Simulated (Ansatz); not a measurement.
# One shape, several levels: doublet [BNH4]+

We compute a comparison of 6 runs (UHF/STO-3G, U-revPBE/STO-3G, UB2PLYP/STO-3G, UBLYP/STO-3G, UPBE0/STO-3G, FCI/STO-3G) of doublet [BNH4]+. 

The calculation is run with Ansatz 0.2.0.

47 further runs of the same task are left out: 47 set aside as unsound or not needed.

## 1. The molecule

[BNH4]+: 6 atoms, total charge +1, spin state doublet. As SMILES of the parent species, `BN`. The coordinates come from a PBE0-D4/def2-TZVP relaxation. That shape belongs to the parent species and isn't relaxed for this state.

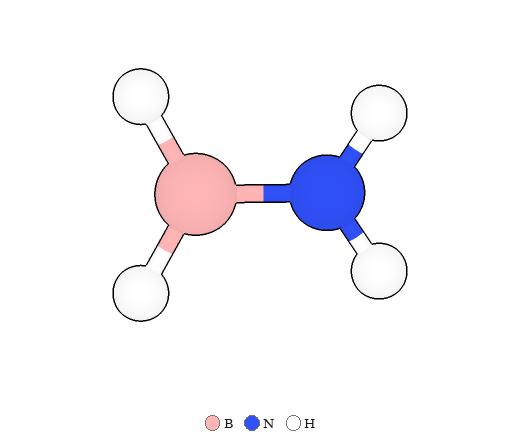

Viewed from a chosen angle; boron pink, nitrogen blue, hydrogen white.

## 2. The energy at UHF/STO-3G (run 1)

Contents of molecule.yaml:

```yaml
crystal:
  periodic: [false, false, false]
  atoms:
    - symbol: B
      position_ang: [-0.128200, -0.679600, -0.025600]
    - symbol: "N"
      position_ang: [0.146100, 0.677400, 0.010800]
    - symbol: H
      position_ang: [0.225800, -1.368000, 0.887500]
    - symbol: H
      position_ang: [-0.712000, -1.128700, -0.969200]
    - symbol: H
      position_ang: [-0.121600, 1.313700, -0.720800]
    - symbol: H
      position_ang: [0.632000, 1.121400, 0.771300]
basis:
  gaussian:
    orbitals: STO-3G
total_charge: 1
magnetization:
  spin_polarized: true
  initial_magnetization: 1
hamiltonian:
  xc: hf
accuracy: high
```

On the command line:

```sh
$ ansatz run molecule.yaml --threads 1 --pin off --max-ram 2610MiB --events-out events.jsonl --progress --plain --runs-dir runs
```

The log of the run:

```text
Warning: RAYON_NUM_THREADS=1 ignored (pool sized by the plan → 1); use --threads N
Functional definition: HF
  name "HF"
  exchange = exact_x
  correlation = 0
229 factors; integrals over basis functions are off by at most 7.8e-9 eV
mean field evaluation 1: about -2176.2202 eV, gradient 2.0e1 eV
mean field evaluation 2: about -2176.2503 eV, gradient 2.0e1 eV
mean field evaluation 4: about -2178.8322 eV, gradient 1.6e0 eV
mean field evaluation 8: about -2178.8771 eV, gradient 2.9e-2 eV
mean field evaluation 16: about -2178.3587 eV, gradient 2.0e1 eV
mean field evaluation 32: about -2178.2947 eV, gradient 2.0e1 eV
mean field -2181.35618250 eV, -80.1633611304 hartree, gradient 7.3e-9 eV, S^2 0.757992; 1 other end points of the search recorded, 0 dependent functions left out
reference -2181.35618250 eV, -80.1633611304 hartree; 8, 7 occupied and 6, 7 virtual orbitals, 229 factors
Total energy: -2181.35618250 eV, -80.1633611304 hartree
```

Wall time 0.1 s (1 thread of Arm Neoverse V1, shared host).

## 3. The energy at U-revPBE/STO-3G (run 2)

Contents of in.yaml:

```yaml
crystal:
  periodic: [false, false, false]
  atoms:
    - {symbol: B, position_ang: [-0.128200, -0.679600, -0.025600]}
    - {symbol: N, position_ang: [0.146100, 0.677400, 0.010800]}
    - {symbol: H, position_ang: [0.225800, -1.368000, 0.887500]}
    - {symbol: H, position_ang: [-0.712000, -1.128700, -0.969200]}
    - {symbol: H, position_ang: [-0.121600, 1.313700, -0.720800]}
    - {symbol: H, position_ang: [0.632000, 1.121400, 0.771300]}
basis:
  gaussian: {orbitals: STO-3G}
total_charge: 1
magnetization: {spin_polarized: true, initial_magnetization: 1}
hamiltonian: {xc: {name: revPBE}}
accuracy: high
```

On the command line:

```sh
$ ansatz run in.yaml --threads 1 --pin off --max-ram 2610MiB --events-out events.jsonl --progress --plain --runs-dir runs
```

The log of the run:

```text
Warning: RAYON_NUM_THREADS=1 ignored (pool sized by the plan → 1); use --threads N
Functional definition: revPBE
  name "revPBE"
  parameter kappa = 1.245
  parameter beta = 0.06672455060314922
  exchange = pbe_x(kappa = kappa, mu = beta*pi^2/3)
  correlation = pbe_c(beta = beta)
229 factors; integrals over basis functions are off by at most 7.8e-9 eV
mean field evaluation 1: about -2188.1893 eV, gradient 2.7e1 eV
mean field evaluation 2: about -2170.3585 eV, gradient 5.8e1 eV
mean field evaluation 4: about -2191.0579 eV, gradient 1.4e1 eV
mean field evaluation 8: about -2190.5884 eV, gradient 1.7e1 eV
mean field evaluation 16: about -2193.2295 eV, gradient 1.4e-2 eV
mean field evaluation 32: about -2193.2294 eV, gradient 1.9e-2 eV
mean field -2193.22955274 eV, -80.5996994389 hartree, gradient 9.0e-9 eV, S^2 0.757340; 3 other end points of the search recorded, 0 dependent functions left out
reference -2193.22955509 eV, -80.5996995250 hartree; 8, 7 occupied and 6, 7 virtual orbitals, 229 factors
Total energy: -2193.22955509 eV, -80.5996995250 hartree
```

Run time: 2.9 s. Hardware: 1 thread of Arm Neoverse V1, shared host; peak memory 0.12 GiB.

Runs 3 to 5 aren't shown in full; the table further down has their settings and results.

## 4. The energy at FCI/STO-3G (run 6)

Contents of job.yaml:

```yaml
crystal:
  periodic: [false, false, false]
  atoms:
    - {symbol: B, position_ang: [-0.128200, -0.679600, -0.025600]}
    - {symbol: "N", position_ang: [0.146100, 0.677400, 0.010800]}
    - {symbol: H, position_ang: [0.225800, -1.368000, 0.887500]}
    - {symbol: H, position_ang: [-0.712000, -1.128700, -0.969200]}
    - {symbol: H, position_ang: [-0.121600, 1.313700, -0.720800]}
    - {symbol: H, position_ang: [0.632000, 1.121400, 0.771300]}
basis:
  gaussian: {orbitals: STO-3G}
total_charge: 1
magnetization: {spin_polarized: true, initial_magnetization: 1}
correlation: {method: fci, frozen_orbitals: {B: 1, H: 0, "N": 1}}
accuracy: high
```

On the command line:

```sh
$ ansatz run job.yaml --threads 1 --pin off --max-ram 2610MiB --events-out events.jsonl --progress --plain --runs-dir runs
```

The log of the run, shortened:

```text
Warning: RAYON_NUM_THREADS=1 ignored (pool sized by the plan → 1); use --threads N
[... 2 set-up lines as earlier in the session ...]
[...]
229 factors; integrals over basis functions are off by at most 7.8e-9 eV
[...]
mean field -2181.35618250 eV, -80.1633611304 hartree, gradient 2.7e-8 eV, S^2 0.757992; 5 other end points of the search recorded, 0 dependent functions left out
determinant -2181.35618250 eV, -80.1633611304 hartree, with singles and doubles -2183.90463493 eV, -80.2570150299 hartree
determinant -2178.87706230 eV, -80.0722551438 hartree, with singles and doubles -2182.34281570 eV, -80.1996192320 hartree
2 core orbitals not correlated: weight in the atoms' cores, before any rotation towards them, 1.000 or more for the frozen orbitals, at most 0.000 for the correlated occupied ones
reference -2181.27579517 eV, -80.1604069506 hartree; 6, 5 occupied and 6, 7 virtual orbitals, 229 factors
state -2183.92894506 eV, -80.2579084108 hartree
Total energy: -2183.92894506 eV, -80.2579084108 hartree
```

Run time: 6 s. Hardware: 1 thread of Arm Neoverse V1, shared host; peak memory 0.15 GiB.

## 5. Overview of the runs

```
run            level  frozen core orbitals  energy (Eh)   ⟨S²⟩  wall time
  1       UHF/STO-3G                     –   -80.163361  0.758      0.1 s
  2  U-revPBE/STO-3G                     –   -80.599700  0.757      2.9 s
  3   UB2PLYP/STO-3G                     2   -80.492689  0.754      1.7 s
  4     UBLYP/STO-3G                     –   -80.570313  0.757      2.8 s
  5     UPBE0/STO-3G                     –   -80.524858  0.753      1.7 s
  6       FCI/STO-3G                     2   -80.257908      –        6 s
```

## 6. Summary of results

| quantity | value |
| --- | --- |
| run 6: total energy | -80.25791 Eh |
| run 6: correlation energy (2 core orbitals frozen) | -97.5 mEh |

What this shows: Against full CI in this basis: UHF +94.5 mEh. Totals of different functionals can't be ranked against each other. In runs 1, 2, 3, 4, 5, 6 the basis is minimal, so the values are rough. All runs together took 15 s, the longest 6 s.
